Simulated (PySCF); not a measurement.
# C$_{3}$H$_{7}$AlS, SMILES `CS/C=[CH]/[AlH2]`: electronic structure

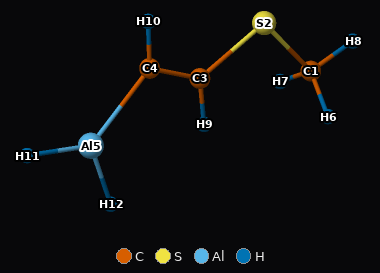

The molecule, with its atoms numbered as below. No frequency check shows the geometry to be a minimum.

Cartesian coordinates (Å):

```
C1       2.5405   -0.9765   -0.0014
S2       1.6520    0.6096    0.0007
C3      -0.0056    0.0377    0.0001
C4      -1.1092    0.8007   -0.0008
Al5     -2.7243   -0.3239    0.0001
H6       2.2828   -1.5385    0.8944
H7       2.2852   -1.5347   -0.8949
H8       3.6004   -0.7437    0.0008
H9      -0.0769   -1.0467    0.0004
H10     -0.9731    1.8804   -0.0014
H11     -4.2041    0.1303   -0.0011
H12     -2.4850   -1.8609    0.0025
```

### 1. Bonding charge

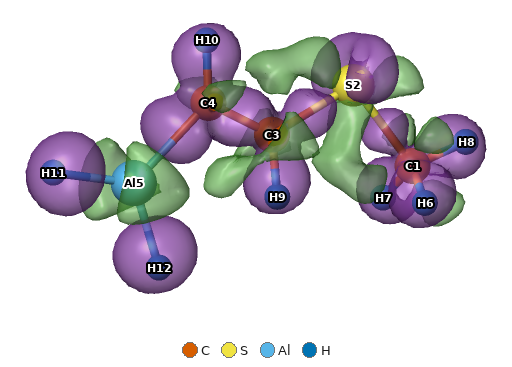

Deformation density (molecule less spherical, spin-averaged free atoms at the same positions), surfaces at ±0.06 e/Å³; purple: gain, green: loss.

Level of theory: BLYP/def2-SVPD (PySCF), at a geometry from GFN2-xTB.

Question: Describe the bonding that the map shows.

Answer: The five largest and four smallest: C3–H9: +0.69 e/Å³ at the bond critical point (bond length 1.09 Å). C1–H7: +0.68 e/Å³ at the bond critical point (bond length 1.08 Å). C1–H8: +0.68 e/Å³ at the bond critical point (bond length 1.08 Å). C1–H6: +0.68 e/Å³ at the bond critical point (bond length 1.09 Å). C3–C4: +0.64 e/Å³ at the bond critical point (bond length 1.34 Å). C1–S2: +0.26 e/Å³ at the bond critical point (bond length 1.82 Å). Al5–H11: +0.15 e/Å³ at the bond critical point (bond length 1.55 Å). Al5–H12: +0.14 e/Å³ at the bond critical point (bond length 1.55 Å). C4–Al5: +0.11 e/Å³ at the bond critical point (bond length 1.97 Å). In all, 2.7 electrons gather in the regions of gain relative to the promolecule. A small or negative value marks a very polar bond, one between electron-rich atoms, whose free-atom densities already overlap strongly, a long bond to a heavier atom, or a closed-shell contact such as a hydrogen bond.

Question: Where do the Hirshfeld charges lie?

Answer: The highest Hirshfeld charge is on Al5 (+0.45 e), the lowest on C4 (−0.20 e).

### 2. Bond critical points

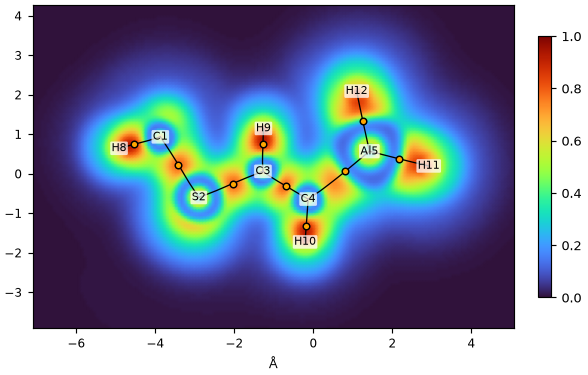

Localised orbital locator (LOL) in a plane through 10 of the atoms, with bond paths and bond critical points (dots).

Question: What values does LOL take at the bond critical points in this plane?

Answer: C3–H9: about 0.90; C1–H8: about 0.89; C4–H10: about 0.88; C1–S2: about 0.78; S2–C3: about 0.77; C3–C4: about 0.77; Al5–H11: about 0.32; Al5–H12: about 0.32; C4–Al5: about 0.30. Values above 0.5 mark slow, localised electrons, as in shared pairs; low values at a critical point mark a polar or closed-shell contact whose critical point lies between the shells.

Question: Where along C3–H9 does the critical point lie?

Answer: 0.69 Å from C3 and 0.40 Å from H9.

### 3. Local ionisation energy

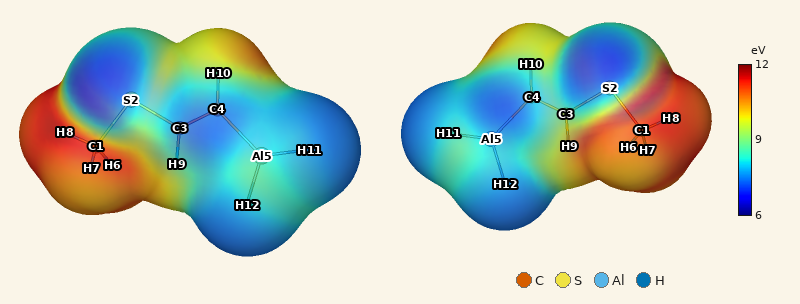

Average local ionisation energy on the surface of electron density 0.001 a.u. (back view left, front view right).

Question: Locate the minima of the map.

Answer: The lowest value is 6.8 eV, 2.3 Å from S2, and at like points elsewhere. Further minima include 7.0 eV, over C4, off the plane of its three bonds (2.2 Å), and at like points elsewhere; 7.4 eV, 1.6 Å from H12, and at like points elsewhere. For comparison, the highest occupied orbital lies at −5.3 eV.

### 4. Localised orbitals

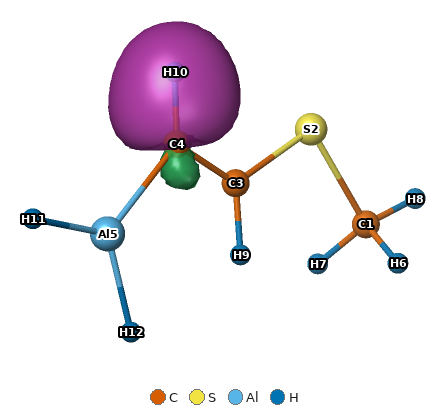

Intrinsic bond orbitals (IBO), occupied; each surface holds about 85 % of the orbital's density. Energies are diagonal elements of the Fock matrix.

Level of theory: PBE0/def2-SVPD (PySCF), at a geometry from GFN2-xTB.

Question: What does this orbital represent?

Answer: σ bond C4–H10 (C4 57 %, H10 42 %; −13.7 eV).

Question: How do all the valence pairs divide up?

Answer: 14 pairs: 11 σ bonds, 2 lone pairs and 1 two-centre π bond.

### 5. Stretching a bond

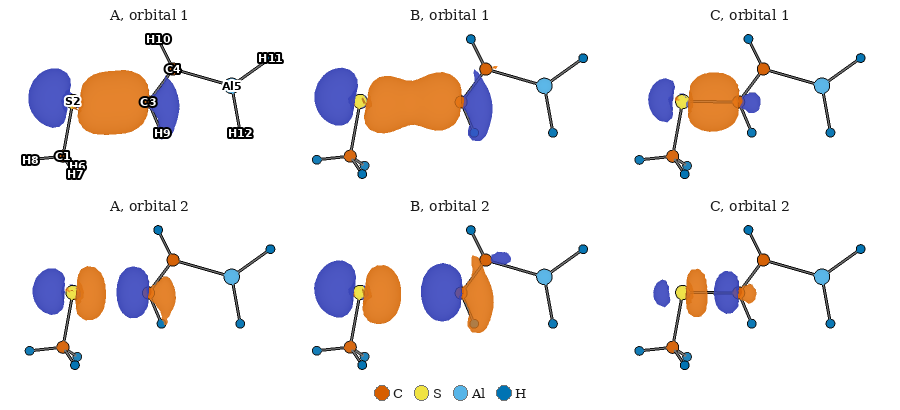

Rigid stretch of the S2–C3 bond. The two CASSCF(2,2) natural orbitals nearest half filling (orbital 1 the more occupied).

Level of theory: 6-31G* basis (PySCF), at a geometry from GFN2-xTB.

Question: The columns are at 1.81, 2.44 and 3.26 Å, in some order. Assign them, and give the occupations.

Answer: A: 2.44 Å, occupations 1.86 and 0.14. B: 3.26 Å, occupations 1.44 and 0.56. C: 1.81 Å, occupations 1.98 and 0.02.

UHF's ⟨S²⟩ passes 1 along the scan (up to 1.24), so it also polarises electrons outside the stretched bond; its energy lowering isn't due to that bond alone.

Question: Where does the UHF solution part from RHF?

Answer: Between 1.99 Å (⟨S²⟩ = 0, the two coincide) and 2.17 Å (⟨S²⟩ = 0.06); at 5.07 Å ⟨S²⟩ is 1.24 and UHF lies 4.9 eV below RHF.

Question: How much energy does the stretch cost?

Answer: By CASSCF, 3.1 eV from the lowest point of the scan (1.81 Å) to 5.07 Å; RHF gives 7.2 eV from its own lowest point. The fragments aren't relaxed and dynamic correlation is missing, so this isn't a bond dissociation energy.
